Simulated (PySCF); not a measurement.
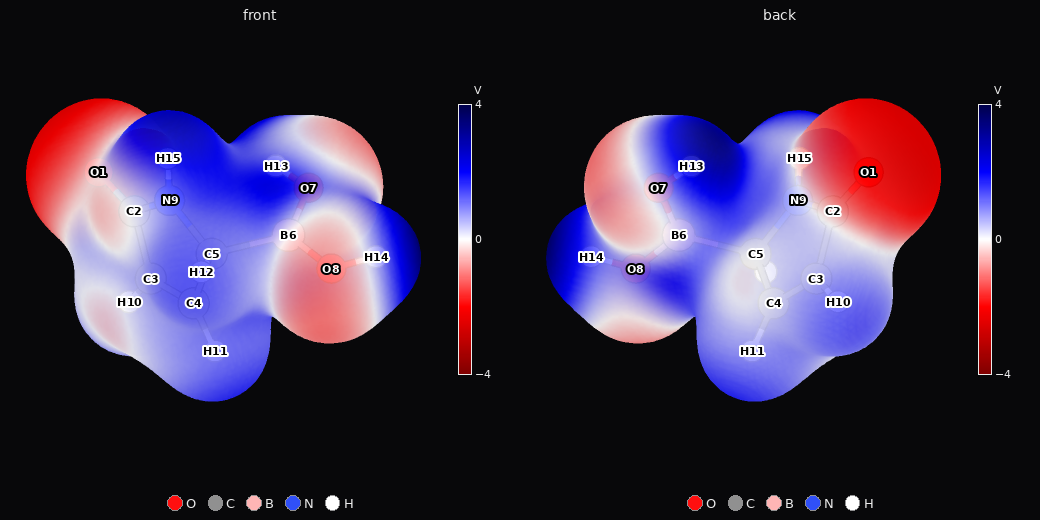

*C₄H₆BNO₃. The electrostatic potential painted on the density surface at 0.004 e/bohr³, seen from the front and from behind; red is negative and blue positive.*

Geometry: GFN2-xTB.

Level of theory: PySCF, PBE0/pcSseg-1, SCF density, gas phase, non-relativistic.

The calculation's input:

```
{"job": {"kind": "nmr", "xc": "PBE0", "basis": "pcSseg-1"}, "charge": 0, "multiplicity": 1}
O     -2.405234     1.782357    -0.794053
C     -1.692221     0.939521    -0.292524
C     -1.857667    -0.525934    -0.236806
C     -0.811187    -1.068525     0.385251
C      0.179140    -0.014284     0.760113
B      1.572114    -0.241041    -0.053717
O      1.759477     0.285738    -1.280628
O      2.528846    -0.976897     0.527273
N     -0.510716     1.182988     0.344488
H     -2.720344    -1.022104    -0.637934
H     -0.632316    -2.107053     0.593817
H      0.365767    -0.020271     1.839411
H      1.035036     0.789032    -1.654199
H      3.321812    -1.103117     0.003063
H     -0.136922     2.107580     0.474532
```

Command:

```sh
OMP_NUM_THREADS=1 python probes_run.py task.json out
```

### Describe the electrostatic potential map.

The most negative region (about −2.4 V) lies over O1, the most positive (about +3.4 V) over H13 and H14. O1 is the likeliest acceptor of a hydrogen bond.

### What dipole moment does the calculation give?

Its dipole moment is 3.98 D.
